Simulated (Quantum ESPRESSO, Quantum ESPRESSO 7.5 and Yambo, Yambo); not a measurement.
# A GW chain in Yambo: PtSe2 (1T monolayer)

How does a plane-wave GW calculation on PtSe2 (1T monolayer) run from the first input to the gap?

Calculated with Quantum ESPRESSO 7.5 and Yambo 5.3.0; PBE and many-body steps on it, plane waves.

**The experiments to reproduce.**

- Gap 1.9 ± 0.05 eV: quasiparticle gap from STS, domains aligned with graphene; scanning tunneling spectroscopy; 8.5 K; monolayer (MBE-grown monolayer on epitaxial bilayer graphene, twist angle near 0 deg) on bilayer graphene on SiC(0001) (“Angular dependence of the interlayer coupling at the interface between two dimensional materials 1T-PtSe2 and graphene”, 2023, arxiv:2311.08165).

- Gap 2 ± 0.1 eV: quasiparticle gap of the first layer from STS; scanning tunnelling spectroscopy; 77 K; monolayer (MBE-grown first layer on HOPG) on HOPG (“Precise Layer-Dependent Electronic Structure of MBE-Grown PtSe2”, 2021, arxiv:2105.03334).

- Gap 1.95 ± 0.05 eV: quasiparticle gap of 1 ML from STS, average over islands; scanning tunnelling spectroscopy; monolayer (MBE-grown monolayer islands on bilayer graphene) on bilayer graphene on SiC(0001) (“Atomic-layer controlled THz Spintronic emission from Epitaxially grown Two dimensional PtSe2/ferromagnet heterostructures”, 2023, arxiv:2305.06895).

This is a report of a sequence of runs, with most program output left out.

## (1) Set-up

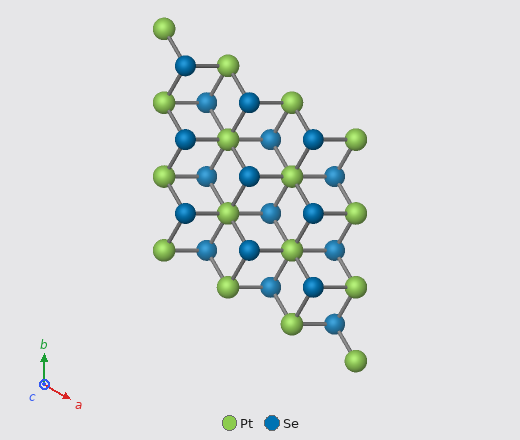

Start, viewed from above; platinum green, selenium blue. 3×3×1 cells are drawn. Some periodic images of atoms are drawn too.

The cell holds 3 atoms: 1 Pt and 2 Se. Cell: a = 3.749 Å, b = 3.749 Å, c = 15.000 Å, α = 90.0°, β = 90.0°, γ = 120.0°. Vacuum lies along c.

The structure was relaxed with PBE. The runs that relaxed it are not among those shown. Spin-orbit coupling is left out unless a step names it.

## (2) Ground state

This step: Quantum ESPRESSO 7.5; DFT, PBE, plane waves, norm-conserving pseudopotentials.

The ground-state density comes first.

Contents of pw.in:

```
&control
  calculation = 'scf'
  prefix = 'x'
  outdir = 'o'
  pseudo_dir = 'pseudo'
/
&system
  ibrav = 0
  nat = 3
  ntyp = 2
  ecutwfc = 104.0
  nbnd = 38
  force_symmorphic = .true.
/
&electrons
  conv_thr = 1e-10
  electron_maxstep = 80
  mixing_beta = 0.5
/
ATOMIC_SPECIES
  Pt 195.08 Pt.upf
  Se 78.971 Se.upf
CELL_PARAMETERS angstrom
  3.7489144268 -0.0000000002 0.0000000000
  -1.8744572132 3.2466551303 0.0000000000
  0.0000000000 0.0000000000 15.0000000000
ATOMIC_POSITIONS crystal
  Pt 0.0000000000 0.0000000000 0.5000000000
  Se 0.3333333333 0.6666666667 0.5871293917
  Se 0.6666666667 0.3333333333 0.4128706083
K_POINTS automatic
  9 9 1 0 0 0
```

Started as:

```bash
$ OMP_NUM_THREADS=1 mpirun -n 8 pw.x -nk 8 -in pw.in > pw.out
```

Wall time 27 s (8 MPI ranks of Arm Neoverse V2, shared host); peak memory 1.6 GiB.

This step gave:

| Quantity | Value |
| --- | --- |
| total energy | -21963.9751 eV |
| gap | 1.392 eV |
| k of the valence top | 0, 0, 0 |
| k of the conduction bottom | 0, 0.2222, 0 |
| least direct gap | 1.508 eV |

The gap is indirect, with the least direct gap 0.12 eV higher.

## (3) Bands along the symmetry lines

The cheap functional maps the bands first; the places of the edges decide which points the dearer methods must see.

Contents of pw.in:

```
&control
  calculation = 'bands'
  prefix = 'x'
  outdir = 'o'
  pseudo_dir = 'pseudo'
/
&system
  ibrav = 0
  nat = 3
  ntyp = 2
  ecutwfc = 104.0
  nbnd = 39
  force_symmorphic = .true.
/
&electrons
  conv_thr = 1e-9
  electron_maxstep = 80
  diago_full_acc = .true.
  diago_thr_init = 5e-6
/
ATOMIC_SPECIES
  Pt 195.08 Pt.upf
  Se 78.971 Se.upf
CELL_PARAMETERS angstrom
  3.7489144268 -0.0000000002 0.0000000000
  -1.8744572132 3.2466551303 0.0000000000
  0.0000000000 0.0000000000 15.0000000000
ATOMIC_POSITIONS crystal
  Pt 0.0000000000 0.0000000000 0.5000000000
  Se 0.3333333333 0.6666666667 0.5871293917
  Se 0.6666666667 0.3333333333 0.4128706083
K_POINTS crystal
  25
  0.00000000 0.00000000 0.00000000 1
  0.06250000 0.00000000 0.00000000 1
  0.12500000 0.00000000 0.00000000 1
  0.18750000 0.00000000 0.00000000 1
  0.25000000 0.00000000 0.00000000 1
  0.31250000 0.00000000 0.00000000 1
  0.37500000 0.00000000 0.00000000 1
  0.43750000 0.00000000 0.00000000 1
  0.50000000 0.00000000 0.00000000 1
  0.47916667 0.04166667 0.00000000 1
  0.45833333 0.08333333 0.00000000 1
  0.43750000 0.12500000 0.00000000 1
  0.41666666 0.16666666 0.00000000 1
  0.39583333 0.20833333 0.00000000 1
  0.37500000 0.25000000 0.00000000 1
  0.35416666 0.29166666 0.00000000 1
  0.33333333 0.33333333 0.00000000 1
  0.29166666 0.29166666 0.00000000 1
  0.25000000 0.25000000 0.00000000 1
  0.20833333 0.20833333 0.00000000 1
  0.16666666 0.16666666 0.00000000 1
  0.12500000 0.12500000 0.00000000 1
  0.08333333 0.08333333 0.00000000 1
  0.04166667 0.04166667 0.00000000 1
  0.00000000 0.00000000 0.00000000 1
```

Run time: 14 s. Hardware: 8 MPI ranks; peak memory 1.5 GiB.

Numbers from this step:

```
gap                        : 1.404 eV
k of the valence top       : 0.0417, 0.0417, 0
k of the conduction bottom : 0.25, 0, 0
least direct gap           : 1.584 eV
```

The gap is 1.404 eV, +0.012 eV from the run before at this level.

The electronic bands at the labelled points (eV, zero at the top of the highest filled band):

```
point  band 30  band 31  band 32  band 33  band 34  band 35  band 36  band 37
    Γ    -1.18    -0.55     0.00     0.00     2.95     2.95     4.34     5.28
    M    -2.22    -1.90    -1.79    -1.34     2.39     2.71     4.72     6.22
    K    -2.44    -2.15    -0.93    -0.93     1.82     1.82     6.10     8.15
    Γ    -1.18    -0.55     0.00     0.00     2.95     2.95     4.34     5.28
```

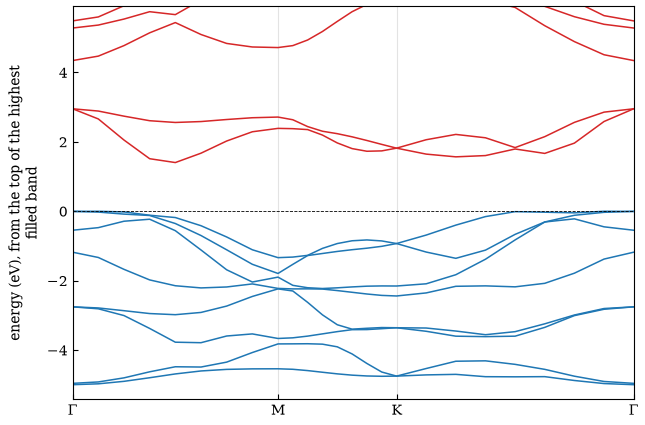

Electronic bands along the path; lines of filled and empty bands in two colours.

## (4) Empty states on the mesh, 6×6×1 mesh, 275 bands

The sums over transitions need many empty states on a uniform mesh; this step solves for them.

Contents of pw.in:

```
&control
  calculation = 'nscf'
  prefix = 'x'
  outdir = 'o'
  pseudo_dir = 'pseudo'
/
&system
  ibrav = 0
  nat = 3
  ntyp = 2
  ecutwfc = 104.0
  nbnd = 275
  force_symmorphic = .true.
/
&electrons
  conv_thr = 1e-9
  electron_maxstep = 80
  diago_full_acc = .true.
  diago_thr_init = 5e-6
/
ATOMIC_SPECIES
  Pt 195.08 Pt.upf
  Se 78.971 Se.upf
CELL_PARAMETERS angstrom
  3.7489144268 -0.0000000002 0.0000000000
  -1.8744572132 3.2466551303 0.0000000000
  0.0000000000 0.0000000000 15.0000000000
ATOMIC_POSITIONS crystal
  Pt 0.0000000000 0.0000000000 0.5000000000
  Se 0.3333333333 0.6666666667 0.5871293917
  Se 0.6666666667 0.3333333333 0.4128706083
K_POINTS automatic
  6 6 1 0 0 0
```

Started as:

```bash
$ OMP_NUM_THREADS=1 mpirun -n 8 pw.x -nk 4 -in pw.in > pw.out
```

Elapsed: 70 s, on 8 MPI ranks; peak memory 2.5 GiB.

Numbers from this step:

```
gap                                                           : 1.667 eV
k of the valence top                                          : 0, 0, 0
k of the conduction bottom                                    : 0, 0.1667, 0
least direct gap                                              : 1.737 eV
k points computed                                             : 7
lowest point of the top converged band, above the valence top : 67.5019 eV
```

On this mesh the gap is 1.667 eV. The earlier step found 1.392 eV, so this mesh misses an edge.

## (5) Conversion and set-up

This step: Yambo 5.3.0; conversion and set-up on PBE, plane waves, norm-conserving pseudopotentials.

The states are converted to the many-body program's format and the q mesh is built.

Started as:

```bash
$ (cd o/x.save; p2y > p2y.log; mv SAVE ../..); yambo > setup.log
```

Elapsed: 3.6 s, on 1 MPI rank; peak memory 0.27 GiB.

## (6) Screening and self-energy, 6×6×1 mesh, 275 bands, screening to 136.1 eV

Now the one-shot GW correction: screening in the RPA, then the self-energy of the levels asked for.

This step: G0W0 on PBE, plane waves, norm-conserving pseudopotentials.

Contents of gw3.in:

```
HF_and_locXC
gw0
dyson
ppa
em1d
rim_cut
rim_w
RandQpts= 3000000
RandGvec= 100 RL
CUTGeo= "slab z"
RandGvecW= 9 RL
EXXRLvcs= 104 Ry
VXCRLvcs= 416 Ry
Chimod= "HARTREE"
% BndsRnXp
 1 | 275 |
%
NGsBlkXp= 10 Ry
% LongDrXp
 1 | 1 | 0 |
%
% GbndRnge
 1 | 275 |
%
DysSolver= "n"
ExtendOut
PPAPntXp= 27.21138 eV
% QPkrange
 1 | 1 | 32 | 35 |
 2 | 2 | 32 | 35 |
%
```

Started as:

```bash
$ OMP_NUM_THREADS=1 mpirun -n 8 yambo -F gw3.in -J gw3 -C gw3 > gw3.log
```

The job ended after 11 min (8 MPI ranks; peak memory 10 GiB).

This step gave:

```
G0W0 gap on the points computed              : 2.797 eV
starting gap on the mesh                     : 1.667 eV
k of the valence top                         : 0, 0, 0
k of the conduction bottom                   : 0, 0.1667, 0
least direct G0W0 gap on the computed points : 2.809 eV
Z at the valence top                         : 0.7427
Z at the conduction bottom                   : 0.7456
```

The gap on the mesh goes from 1.67 eV to 2.80 eV, a correction of +1.13 eV. The start differs from the 1.39 eV found before because the two sample other k points.

Limits: finite bands, cutoff and mesh; no spin polarisation; d states lean on the start; no spin-orbit coupling. v1 is the top filled band, c1 the lowest empty one. Levels before and after the correction, in eV, zero at the valence-band top of each column:

```
           conduction bottom  valence top
Kohn-Sham               1.67         0.00
     G0W0               2.80         0.00
```

```
                    level  energy (eV)
Kohn-Sham         Γ v2-v1        0.000
Kohn-Sham         Γ c1-c2        2.957
Kohn-Sham  (0 0.167 0) v2       -0.130
Kohn-Sham  (0 0.167 0) v1       -0.070
Kohn-Sham  (0 0.167 0) c1        1.667
Kohn-Sham  (0 0.167 0) c2        2.650
     G0W0         Γ v2-v1        0.000
     G0W0         Γ c1-c2        4.247
     G0W0  (0 0.167 0) v2       -0.149
     G0W0  (0 0.167 0) v1       -0.013
     G0W0  (0 0.167 0) c1        2.797
     G0W0  (0 0.167 0) c2        3.905
```

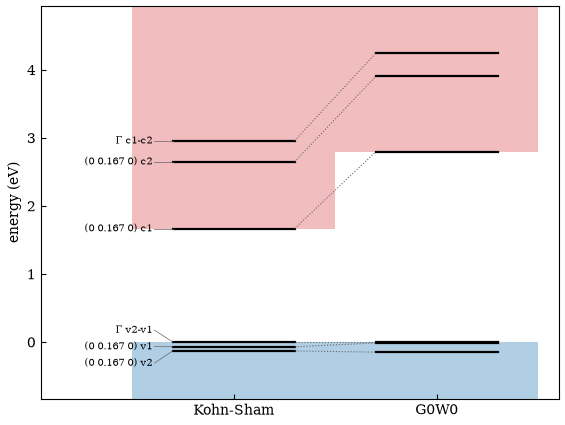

Levels before and after the correction. Shaded: valence and conduction bands.

## (7) Where the time went

Times are wall times on the hardware named with each run, good to a factor of about two.

```
                          step    time  share  memory (GiB)
                  ground state    27 s    4 %           1.6
bands along the symmetry lines    14 s    2 %           1.5
      empty states on the mesh    70 s    9 %           2.5
         conversion and set-up   3.6 s    0 %          0.27
     screening and self-energy  11 min   85 %            10
```

## (8) Outcome

| Quantity | Value |
| --- | --- |
| PBE gap | 1.39 eV, indirect |
| G0W0 gap on the mesh | 2.80 eV |
| G0W0 gap over the zone (rigid shift) | 2.52 eV |
| GW settings | 6×6×1 mesh, 275 bands, screening to 136.1 eV, Godby-Needs plasmon pole |
| known limits | not at the basis limit; no spin polarisation; d states lean on the start; no spin-orbit coupling |

In words: G0W0 moves the gap on the mesh from 1.67 eV to 2.80 eV (+1.13 eV), with Z of 0.74 and 0.75 at the edges. The mesh misses the band edges by 0.27 eV in all; a rigid shift gives 2.52 eV for the zone. Only 2 of the mesh's irreducible points were corrected, so a valley elsewhere could overtake. The dearest step here is «screening and self-energy». Against experiment, by G0W0@PBE: the gap of 2.52 eV lies +0.62 eV from the measured 1.9 ± 0.05 eV (electronic, 8.5 K, on bilayer graphene on SiC(0001), 2023); the gap of 2.52 eV lies +0.52 eV from the measured 2 ± 0.1 eV (electronic, 77 K, on HOPG, 2021); the gap of 2.52 eV lies +0.57 eV from the measured 1.95 ± 0.05 eV (electronic, on bilayer graphene on SiC(0001), 2023). The computed sheet is free-standing; a substrate or cover screens it further and lowers both gap and binding, while the exciton line moves little. The calculation has static nuclei and no excitons; a measured gap holds zero-point and thermal motion, which mostly lowers it. With atoms this heavy the missing spin-orbit coupling can matter too. Bands and cutoff are finite, so the gap is not at the basis limit. The miss can reach some tenths of an eV and take either sign; the mesh is an error of its own. In the G0W0 run levels were corrected at 2 k points alone, so a gap called «on the mesh» is the least over those, and an edge elsewhere would be missed. A denser mesh or path gives a starting gap of 1.39 eV: the GW mesh misses a band edge, so its gaps are not the fundamental one. The runs have no spin polarisation. For a closed low-spin shell that is the natural state; where a d or f shell is open it is a constraint, and the gap is then not the crystal's own. With d states at the gap, one-shot GW leans hard on its start.

[Paths, hosts, dates, memory and timing lines, banners, echoed tables and standing remarks are left out of the program output.]

[Logs are printed without paths, hosts, clocks, repeated set-up lines and the standing remarks that a program may print on its own settings, such as how far it seeks lower states.]

[Runs of the session that timed out or met a known fault of the program may be left out.]

[Hosts, paths, dates, database ids (printed as entryN), source tags and the programs' standing remarks are cut or masked in the printed files.]
